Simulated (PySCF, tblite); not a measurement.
# CH4Si (triplet), a cluster model of a defect: EPR parameters

Aim: the EPR parameters of `[CH][SiH3]`. It is drawn as: twofold C.

Computed with tblite 0.8.0 and PySCF 2.14.0; each step states its level. No surroundings beyond the atoms listed, unless a continuum is named. Atoms count from 0, parts from 1.

### 1 Starting point

6 atoms, charge 0, multiplicity 3; geometry: distance geometry start.

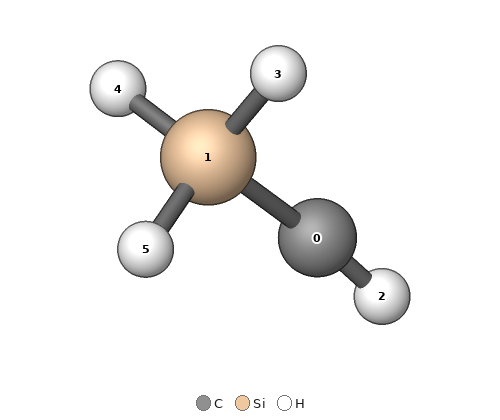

The starting geometry (carbon grey, silicon light orange, hydrogen white), atoms numbered.

### 2 Geometry optimisation with GFN2-xTB

The job: settings as JSON, then the geometry in Å.

```
{"job": {"kind": "relax", "xc": "GFN2-xTB", "basis": "xTB"}, "charge": 0, "multiplicity": 3}
C     -0.793116    -1.200449     1.257391
Si    -0.736386     0.524186     0.587260
H     -0.728697    -2.099907     1.803513
H      0.478634     0.708434    -0.082268
H     -1.820497     0.666146    -0.321863
H     -0.872899     1.448804     1.650589
```

With the program's defaults for keys left out, this is: GFN2-xTB geometry optimisation, gas phase.

Started as:

```console
$ OMP_NUM_THREADS=1 python cluster_run.py task.json out
```

One launch serves the whole session: the jobs run in the order shown.

Output:

```text
step      E/eV     max force
  0    -155.45502    2.393
  1    -155.56218    0.675
  2    -155.58578    0.281
  3    -155.58961    0.165
  4    -155.59090    0.122
  5    -155.59153    0.067
  6    -155.59170    0.058
  7    -155.59202    0.102
  8    -155.59266    0.171
  9    -155.59390    0.273
 10    -155.59555    0.330
 11    -155.59853    0.280
 12    -155.60139    0.100
 13    -155.60188    0.096
 14    -155.60229    0.090
 15    -155.60313    0.114
 16    -155.60454    0.131
 17    -155.60548    0.118
 18    -155.60599    0.075
 19    -155.60617    0.043
 20    -155.60629    0.045
 21    -155.60651    0.069
 22    -155.60685    0.060
 23    -155.60702    0.036
 24    -155.60706    0.009
 25    -155.60706    0.004
```

Wall time 0.2 s (1 thread of Arm Neoverse V2, shared host).

Relaxation path:

| step | energy from step 0 (eV) | largest force (eV/Å) |
| --- | --- | --- |
| 0 | 0.0000 | 2.3931 |
| 1 | -0.1072 | 0.6750 |
| 2 | -0.1308 | 0.2813 |
| 3 | -0.1346 | 0.1647 |
| 4 | -0.1359 | 0.1221 |
| 5 | -0.1365 | 0.0670 |
| 6 | -0.1367 | 0.0587 |
| 7 | -0.1370 | 0.1020 |
| 8 | -0.1376 | 0.1708 |
| 9 | -0.1389 | 0.2732 |
| 10 | -0.1405 | 0.3293 |
| 11 | -0.1435 | 0.2806 |
| 12 | -0.1464 | 0.0996 |
| 13 | -0.1469 | 0.0964 |
| 14 | -0.1473 | 0.0903 |
| 15 | -0.1481 | 0.1139 |
| 16 | -0.1495 | 0.1312 |
| 17 | -0.1505 | 0.1180 |
| 18 | -0.1510 | 0.0756 |
| 19 | -0.1512 | 0.0429 |
| 20 | -0.1513 | 0.0444 |
| 21 | -0.1515 | 0.0685 |
| 22 | -0.1518 | 0.0600 |
| 23 | -0.1520 | 0.0364 |
| 24 | -0.1520 | 0.0092 |
| 25 | -0.1520 | 0.0037 |

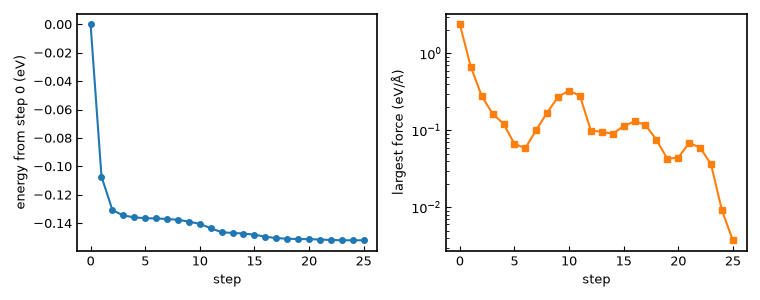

Energy and force, step by step.

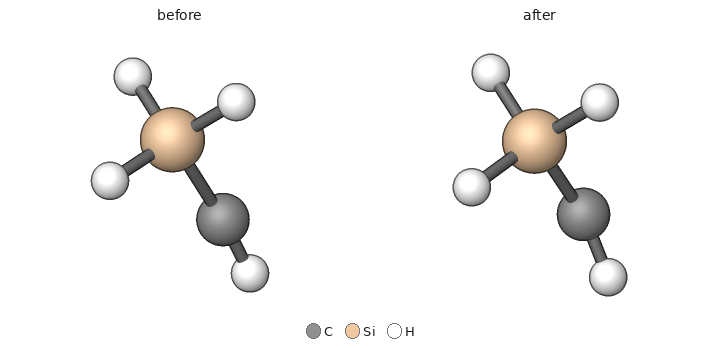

Before and after, at one scale.

Distances of close pairs at the start and the end, largest changes first:

```
  bond  before (Å)  after (Å)  change (Å)
Si1–H3       1.399      1.471      +0.072
Si1–H5       1.416      1.473      +0.057
Si1–H4       1.422      1.465      +0.043
C0–Si1       1.851      1.808      -0.043
 C0–H2       1.054      1.070      +0.016
```

### 3 Geometry optimisation at PBE0-D3(BJ)/def2-SVP

The job: settings as JSON, then the geometry in Å.

```
{"job": {"xc": "PBE0", "basis": "def2-SVP", "d3": "d3bj", "grid": 2, "kind": "geom", "shake": 0.01}, "charge": 0, "multiplicity": 3}
C     -0.113095    -1.283040     0.338219
Si    -0.020186     0.450058    -0.238116
H      0.081619    -1.987045     1.074672
H      1.306336     0.693714    -0.910217
H     -1.102335     0.714200    -1.193805
H     -0.131298     1.380107     0.906156
```

Output:

```text
step   0  E = -329.56371347  max force = 0.032809
step   1  E = -329.56638660  max force = 0.002658
step   2  E = -329.56642066  max force = 0.000599
step   3  E = -329.56643366  max force = 0.000672
step   4  E = -329.56644385  max force = 0.000731
step   5  E = -329.56645313  max force = 0.000528
step   6  E = -329.56645636  max force = 0.000172
optimisation converged
```

Wall time 11 s (1 thread of Arm Neoverse V2, shared host); peak memory 0.31 GiB.

Step by step:

```
step  energy from step 0 (eV)  largest force component (eV/Å)
   0                   0.0000                          1.6871
   1                  -0.0727                          0.1367
   2                  -0.0737                          0.0308
   3                  -0.0740                          0.0346
   4                  -0.0743                          0.0376
   5                  -0.0745                          0.0272
   6                  -0.0746                          0.0088
```

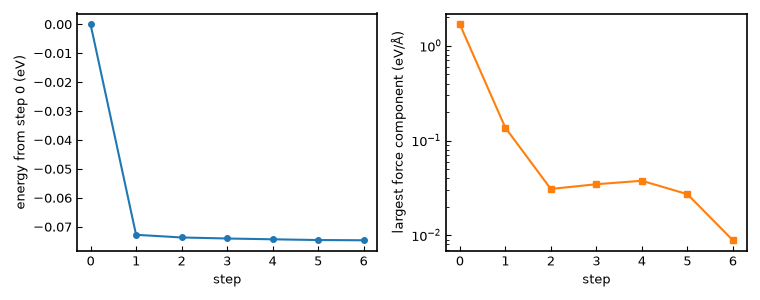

Energy and largest force along the relaxation.

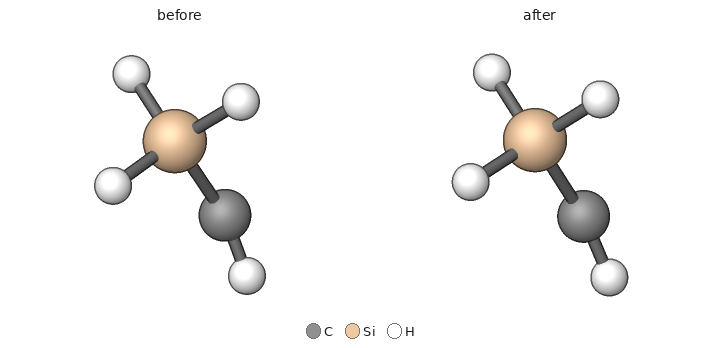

The geometry before (left) and after (right).

Close pairs (by a distance rule), those that changed most:

```
  bond  before (Å)  after (Å)  change (Å)
 C0–H2       1.037      1.089      +0.052
Si1–H4       1.468      1.495      +0.027
Si1–H5       1.479      1.499      +0.020
Si1–H3       1.507      1.498      -0.009
C0–Si1       1.829      1.821      -0.008
```

The end geometry stands in the next job.

```
                         at the end point                   value
  point group (found at 0.08 Å tolerance)                      C1
rotational constants (GHz, main isotopes)  82.729, 12.803, 12.747
                        dipole moment (D)                    0.51
                                     ⟨S²⟩                   2.011
```

### 4 EPR parameters: B3LYP/IGLO-III+pcH-1

The job: settings as JSON, then the geometry in Å.

```
{"job": {"kind": "epr"}, "charge": 0, "multiplicity": 3}
C     -0.103126    -1.246725     0.387333
Si    -0.014752     0.462325    -0.234381
H      0.067812    -2.062374     1.088405
H      1.288704     0.709234    -0.929417
H     -1.122928     0.696731    -1.209710
H     -0.145122     1.448793     0.886064
```

With the program's defaults for keys left out, this is: UKS B3LYP, IGLO-III on C Si, pcH-1 on H, non-relativistic, mean-field spin-orbit, GIAO.

Output:

```text
UKS, coarse grid
  cycle   1  E = -329.90239666  |g| = 1.29e-01
  cycle   2  E = -329.91069667  |g| = 6.06e-02
  cycle   3  E = -329.91183635  |g| = 2.54e-02
  cycle   4  E = -329.91220358  |g| = 9.33e-03
  cycle   5  E = -329.91226468  |g| = 1.56e-03
  cycle   6  E = -329.91226680  |g| = 3.67e-04
UKS, final grid
  cycle   1  E = -329.91225611  |g| = 2.66e-04
  cycle   2  E = -329.91225613  |g| = 2.19e-04
  cycle   3  E = -329.91225615  |g| = 2.21e-05
  cycle   4  E = -329.91225615  |g| = 1.61e-05
internal stability: stable
E = -329.91225615 Eh   <S^2> = 2.0086 (exact 2.0000)
g shifts (ppm)      1          2          3
  rmc          -125       -125       -125
  gc             27         10         11
  oz_so         -37        203        358
  total        -135         88        244
hyperfine (MHz)  atom isotope    a_iso     a_fc   dipolar eigenvalues
    0   13C     111.90     112.08    -75.81     36.11     39.71
    1  29Si      33.92      34.00     -1.94      0.49      1.45
    2    1H     -48.77     -48.77    -19.07    -18.18     37.24
    3    1H      50.46      50.46     -3.26     -2.23      5.50
    4    1H      33.42      33.42     -3.22     -2.70      5.92
    5    1H      56.36      56.36     -3.24     -2.12      5.36
zero-field splitting (cm-1)  D = 0.7362  E = 0.0086  (spin-spin 0.7072, spin-orbit 0.0291)
```

Run time: 16 s. Hardware: 1 thread of Arm Neoverse V2, shared host; peak memory 0.35 GiB.

Principal g values 2.00218, 2.00241, 2.00256; g(iso) = 2.00239, against 2.00232 for a free electron.

Hyperfine couplings, nucleus by nucleus at this fixed geometry (no averaging over rotations):

```
nuclei  isotope  a(iso) (MHz)  a(iso) (G, at g = 2.0023)  largest dipolar term (MHz)
    C0      13C         111.9                       39.9                       -75.8
    H5       1H          56.4                       20.1                         5.4
    H3       1H          50.5                       18.0                         5.5
    H2       1H         -48.8                      -17.4                        37.2
   Si1     29Si          33.9                       12.1                        -1.9
    H4       1H          33.4                       11.9                         5.9
```

Zero-field splitting: D = 0.736 cm⁻¹ (spin-spin 0.707, spin-orbit 0.029), E = 0.009 cm⁻¹.

Mulliken spin populations:

```
atom  value (e)
  C0       1.95
 Si1      -0.03
  H2      -0.07
  H3       0.05
  H4       0.03
  H5       0.06
```

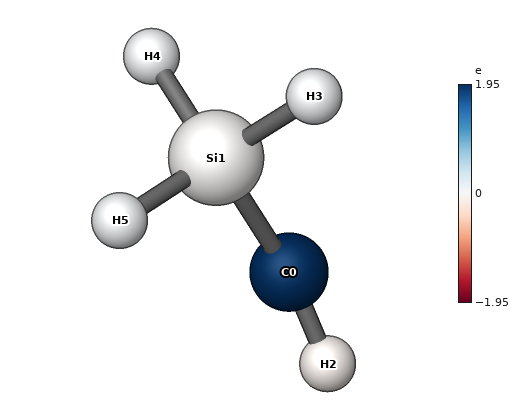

Mulliken spin populations, as colours on the atoms.

### 5 g tensor and hyperfine couplings: BHandHLYP/IGLO-III+pcH-1

The job, as its differences from that of step 4:

```diff
@@ -1,2 +1,2 @@
-{"job": {"kind": "epr"}, "charge": 0, "multiplicity": 3}
+{"job": {"kind": "epr", "xc": "BHandHLYP"}, "charge": 0, "multiplicity": 3}
 C     -0.103126    -1.246725     0.387333
```

With the program's defaults for keys left out, this is: UKS BHandHLYP, IGLO-III on C Si, pcH-1 on H, non-relativistic, mean-field spin-orbit, GIAO.

Output:

```text
UKS, coarse grid
  cycle   1  E = -329.84314407  |g| = 1.35e-01
  cycle   2  E = -329.86097099  |g| = 5.06e-02
  cycle   3  E = -329.86281184  |g| = 1.89e-02
  cycle   4  E = -329.86322589  |g| = 6.53e-03
  cycle   5  E = -329.86326696  |g| = 2.42e-03
  cycle   6  E = -329.86327373  |g| = 6.02e-04
UKS, final grid
  cycle   1  E = -329.86326768  |g| = 2.91e-04
  cycle   2  E = -329.86326778  |g| = 1.57e-04
  cycle   3  E = -329.86326781  |g| = 8.15e-05
  cycle   4  E = -329.86326782  |g| = 1.53e-05
  cycle   5  E = -329.86326782  |g| = 4.11e-06
internal stability: stable
E = -329.86326782 Eh   <S^2> = 2.0115 (exact 2.0000)
g shifts (ppm)      1          2          3
  rmc          -124       -124       -124
  gc             26          9         11
  oz_so         -28        193        341
  total        -126         79        228
hyperfine (MHz)  atom isotope    a_iso     a_fc   dipolar eigenvalues
    0   13C     132.47     132.64    -75.15     35.74     39.41
    1  29Si      42.58      42.67     -2.17      0.27      1.90
    2    1H     -57.46     -57.47    -19.45    -18.50     37.95
    3    1H      46.08      46.08     -3.21     -2.33      5.55
    4    1H      29.19      29.19     -3.19     -2.81      6.00
    5    1H      51.94      51.94     -3.18     -2.22      5.40
zero-field splitting (cm-1)  D = 0.7500  E = 0.0093  (spin-spin 0.7213, spin-orbit 0.0288)
```

It took 13 s on 1 thread of Arm Neoverse V2, shared host; peak memory 0.35 GiB.

In short: g(iso) 2.00238.

### 6 Run by run: EPR parameters

g, ⟨S²⟩ and isotropic hyperfine couplings (MHz), with basis size and wall time:

| run | g(iso) | ⟨S²⟩ | 13C C0 | 1H H5 | 1H H3 | 1H H2 | 29Si Si1 | functions | time |
| --- | --- | --- | --- | --- | --- | --- | --- | --- | --- |
| B3LYP/IGLO-III+pcH-1 | 2.00239 | 2.009 | 111.9 | 56.4 | 50.5 | -48.8 | 33.9 | 119 | 16 s |
| BHandHLYP/IGLO-III+pcH-1 | 2.00238 | 2.011 | 132.5 | 51.9 | 46.1 | -57.5 | 42.6 | 119 | 13 s |

### 7 What came out

| quantity | value |
| --- | --- |
| point group | C1 |
| rotational constants (main isotopes) | 82.73, 12.80, 12.75 GHz |
| D, E (B3LYP) | 0.736, 0.009 cm⁻¹ |
| g(iso) (B3LYP) | 2.00239 |
| ⟨S²⟩ | 2.009 (exact 2.00) |
| largest a(iso) | 13C on C0, 111.9 MHz |

In words: Relaxing lowered the energy by 0.075 eV in 6 steps; the close pair that moved most is C0–H2, from 1.037 to 1.089 Å (PBE0/def2-SVP). No frequency check was run at this level, so the end point may be a saddle. C0 carries the largest spin population, 1.95 e. The isotropic g lies 0.1 ppt above the free-electron value. The coupling of 13C on C0 runs from 111.9 (B3LYP/IGLO-III+pcH-1) to 132.5 MHz (BHandHLYP/IGLO-III+pcH-1). The triplet was assumed; the singlet may lie lower.
